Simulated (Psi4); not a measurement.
Single-point calculation of CdH2

CdH2, computed with PBE/def2-QZVP, RKS, core potentials def2 (Psi4 1.11).

A bond length was changed on purpose from its optimised value.

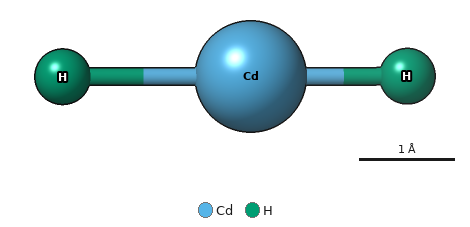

**Figure 1.** The structure as given in the input (ball-and-stick view, seen on its broad side). Sticks mark near contacts.

**Key numbers**

```tsv
quantity	value
outcome	converged
total energy	−168.918794 hartree
basis functions	132
HOMO	−6.44 eV
LUMO	−1.52 eV
dipole moment	0.73 D
hardware	1 thread of Intel Xeon @ 2.50GHz (Skylake/Cascade Lake), 192 GiB of memory available, shared host
wall time	17 s
peak memory	0.91 GiB
```

**Input file (cdh2.dat)**
```
memory 1.6 GB

molecule geom {
  0 1
  Cd    -0.003126    -0.004096     0.332163
  H     -0.020836    -0.025776     1.988813
  H      0.017190     0.021380    -1.657670
  symmetry c1
}

set globals {
  basis def2-QZVP
  puream true
  scf_type pk
  dft_radial_points 99
  dft_spherical_points 590
}

energy_value, wavefunction = energy("pbe", return_wfn=True)
```

Run as:
```bash
psi4 cdh2.dat cdh2.out -n 1
```

**What the program printed**
```
Psi4 1.11 release

   => Loading Basis Set <=

    Name: DEF2-QZVP
    Role: ORBITAL
    Keyword: BASIS

    !!!  WARNING: ECP capability is in beta. Please check occupations closely.  !!!

         ---------------------------------------------------------
                                   SCF
                              RKS Reference
                        1 Threads,   1525 MiB Core
         ---------------------------------------------------------

  ==> Geometry <==

    Molecular point group: c1
    Full point group: Cs

    Geometry (in Angstrom), charge = 0, multiplicity = 1:

       Center              X                  Y                   Z               Mass
    ------------   -----------------  -----------------  -----------------  -----------------
         CD           0.000036288678     0.002896814500     0.000000000000   113.903365090000
         H            0.026308452414     1.659575015724     0.000000000000     1.007825032230
         H           -0.030409762065    -1.986970058514    -0.000000000000     1.007825032230

  Running in c1 symmetry.

  Rotational constants: A = 33755669.28281  B =      2.49474  C =      2.49474 [cm^-1]
  Rotational constants: A = 1011969506572.93640  B =  74790.41777  C =  74790.41224 [MHz]
  Nuclear repulsion =   11.850806784624394

  Charge       = 0
  Multiplicity = 1
  Electrons    = 22
  Nalpha       = 11
  Nbeta        = 11

  ==> Algorithm <==

  SCF Algorithm Type is PK.
  DIIS enabled.
  MOM disabled.
  Fractional occupation disabled.
  Guess Type is SAD.
  Energy threshold   = 1.00e-06
  Density threshold  = 1.00e-06
  Integral threshold = 1.00e-12

  ==> Primary Basis <==

  Basis Set: DEF2-QZVP
    Blend: DEF2-QZVP
    Number of shells: 40
    Number of basis functions: 132
    Number of Cartesian functions: 161
    Spherical Harmonics?: true
    Max angular momentum: 4

  Core potential: DEF2-QZVP
    Number of shells: 4
    Number of ECP primitives: 14
    Number of ECP core electrons: 28
    Max angular momentum: 3

  ==> DFT Potential <==

   => LibXC <=

    Version 7.1.2

   => Composite Functional: PBE <=

    PBE GGA Exchange-Correlation Functional

    Deriv               =              1
    GGA                 =           TRUE
    Meta                =          FALSE

    Exchange Hybrid     =          FALSE
    MP2 Hybrid          =          FALSE

   => Exchange Functionals <=

    1.0000     XC_GGA_X_PBE

   => Correlation Functionals <=

    1.0000     XC_GGA_C_PBE

   => LibXC Density Thresholds  <==

    XC_GGA_C_PBE:  1.00E-12
    XC_GGA_X_PBE:  1.00E-15

   => Molecular Quadrature <=

    Radial Scheme          =       TREUTLER
    Pruning Scheme         =           NONE
    Nuclear Scheme         =       TREUTLER

    Blocking Scheme        =         OCTREE
    BS radius alpha        =              1
    Pruning alpha          =              1
    Radial Points          =             99
    Spherical Points       =            590
    Total Points           =         168117
    Total Blocks           =           1315
    Max Points             =            256
    Max Functions          =            132
    Weights Tolerance      =       1.00E-15

  ==> Integral Setup <==

  Using in-core PK algorithm.
   Calculation information:
      Number of atoms:                   3
      Number of AO shells:              40
      Number of primitives:             55
      Number of atomic orbitals:       161
      Number of basis functions:       132

      Integral cutoff                 1.00e-12
      Number of threads:                 1

  Performing in-core PK
  Using 77062062 doubles for integral storage.
  We computed 318384 shell quartets total.
  Whereas there are 336610 unique shell quartets.

  ==> DiskJK: Disk-Based J/K Matrices <==

    J tasked:                  Yes
    K tasked:                   No
    wK tasked:                  No
    Memory [MiB]:             1029
    Schwarz Cutoff:          1E-12

  Cached 20.0% of DFT collocation blocks in 0.093 [GiB].

  Minimum eigenvalue in the overlap matrix is 2.0351330782E-03.
  Reciprocal condition number of the overlap matrix is 3.9204584784E-04.
    Using symmetric orthogonalization.

  ==> Pre-Iterations <==

  SCF Guess: Superposition of Atomic Densities via on-the-fly atomic UHF (no occupation information).

   -------------------------
    Irrep   Nso     Nmo
   -------------------------
     A        132     132
   -------------------------
    Total     132     132
   -------------------------

  ==> Iterations <==

                        Total Energy        Delta E     RMS |[F,P]|

   @RKS iter SAD:  -168.37240271405634   -1.68372e+02   0.00000e+00
   @RKS iter   1:  -168.87326361056128   -5.00861e-01   1.94745e-03 ADIIS/DIIS
   @RKS iter   2:  -168.87905944934576   -5.79584e-03   2.70797e-03 ADIIS/DIIS
   @RKS iter   3:  -168.91707133572481   -3.80119e-02   4.04965e-04 ADIIS/DIIS
   @RKS iter   4:  -168.91863945184602   -1.56812e-03   1.09561e-04 ADIIS/DIIS
   @RKS iter   5:  -168.91878734472616   -1.47893e-04   1.96606e-05 DIIS
   @RKS iter   6:  -168.91879311431290   -5.76959e-06   7.53971e-06 DIIS
   @RKS iter   7:  -168.91879395587640   -8.41563e-07   2.78032e-06 DIIS
   @RKS iter   8:  -168.91879401482996   -5.89536e-08   2.71103e-07 DIIS
  Energy and wave function converged.

  ==> Post-Iterations <==

   Electrons on quadrature grid:
      Ntotal   =   22.0000000272 ; deviation = 2.724e-08

    Orbital Energies [Eh]
    ---------------------

    Doubly Occupied:

       1A     -4.001483     2A     -2.551274     3A     -2.551274
       4A     -2.546554     5A     -0.486065     6A     -0.467319
       7A     -0.467319     8A     -0.463506     9A     -0.463506
      10A     -0.298608    11A     -0.236602

    Virtual:

      12A     -0.055829    13A     -0.055829    14A     -0.042038
      15A      0.026208    16A      0.048506    17A      0.095696
      18A      0.095696    19A      0.160665    20A      0.213763
      21A      0.245558    22A      0.245559    23A      0.281559
      24A      0.282015    25A      0.282015    26A      0.350729
      27A      0.453393    28A      0.453394    29A      0.529585
      30A      0.613907    31A      0.652883    32A      0.652883
      33A      0.696057    34A      0.696057    35A      0.856208
      36A      0.952593    37A      1.139799    38A      1.139799
      39A      1.160958    40A      1.160958    41A      1.190290
      42A      1.214597    43A      1.214597    44A      1.289631
      45A      1.289631    46A      1.304354    47A      1.330127
      48A      1.330127    49A      1.393128    50A      1.518639
      51A      1.863879    52A      1.863880    53A      1.879204
      54A      1.879204    55A      2.012251    56A      2.012251
      57A      2.164151    58A      2.164151    59A      2.276256
      60A      2.276256    61A      2.361397    62A      2.361401
      63A      2.364043    64A      2.571764    65A      2.608928
      66A      2.992797    67A      3.037265    68A      3.090766
      69A      3.090766    70A      3.129232    71A      3.129232
      72A      3.427445    73A      3.427445    74A      3.619703
      75A      4.451173    76A      4.451173    77A      4.491038
      78A      4.497343    79A      4.497343    80A      4.662162
      81A      4.662162    82A      5.075957    83A      5.254173
      84A      5.497827    85A      5.585309    86A      5.585309
      87A      5.691794    88A      5.691794    89A      5.714993
      90A      5.714993    91A      5.763803    92A      5.763803
      93A      5.764766    94A      5.764768    95A      5.919087
      96A      5.919087    97A      5.973680    98A      5.973680
      99A      5.978541   100A      5.978541   101A      6.039980
     102A      6.039980   103A      6.150566   104A      6.411861
     105A      6.426505   106A      6.426505   107A      6.687200
     108A      7.446772   109A      7.446772   110A      7.508877
     111A      7.508877   112A      7.770272   113A      7.770279
     114A      7.785017   115A      7.785051   116A      7.791505
     117A      7.937620   118A      7.937620   119A      8.104183
     120A      8.104184   121A      8.145661   122A      8.584778
     123A      8.914133   124A      9.513884   125A      9.513884
     126A      9.552023   127A      9.552023   128A      9.786963
     129A      9.786963   130A     10.399046   131A     36.955332
     132A    115.581387

    Final Occupation by Irrep:
              A
    DOCC [    11 ]
    NA   [    11 ]
    NB   [    11 ]

  @RKS Final Energy:  -168.91879401482996

   => Energetics <=

    Nuclear Repulsion Energy =             11.8508067846243943
    One-Electron Energy =                -321.2494660276678360
    Two-Electron Energy =                 156.5424495403285050
    DFT Exchange-Correlation Energy =     -16.0625843121150460
    Empirical Dispersion Energy =           0.0000000000000000
    VV10 Nonlocal Energy =                  0.0000000000000000
    Total Energy =                       -168.9187940148299560

Computation Completed

Properties will be evaluated at   0.000000,   0.000000,   0.000000 [a0]

Properties computed using the SCF density matrix

 Multipole Moments:

 ------------------------------------------------------------------------------------
     Multipole            Electronic (a.u.)      Nuclear  (a.u.)        Total (a.u.)
 ------------------------------------------------------------------------------------

 L = 1.  Multiply by 2.5417464519 to convert [e a0] to [Debye]
 Dipole X            :          0.0104044           -0.0063788            0.0040256
 Dipole Y            :          0.7960210           -0.5092032            0.2868178
 Dipole Z            :         -0.0000001           -0.0000000           -0.0000001
 Magnitude           :                                                    0.2868460

 ------------------------------------------------------------------------------------

	total time  =         16 seconds =       0.27 minutes

    Psi4 run time: 0:00:15.16
```

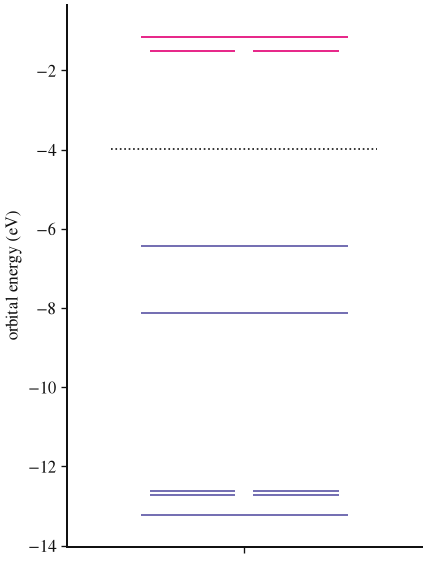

**Figure 2.** Orbital energies near the frontier; the dotted line parts filled from empty levels, and levels within 0.02 eV of each other stand side by side. Highest filled −6.44 eV, lowest empty −1.52 eV, 4.92 eV apart.
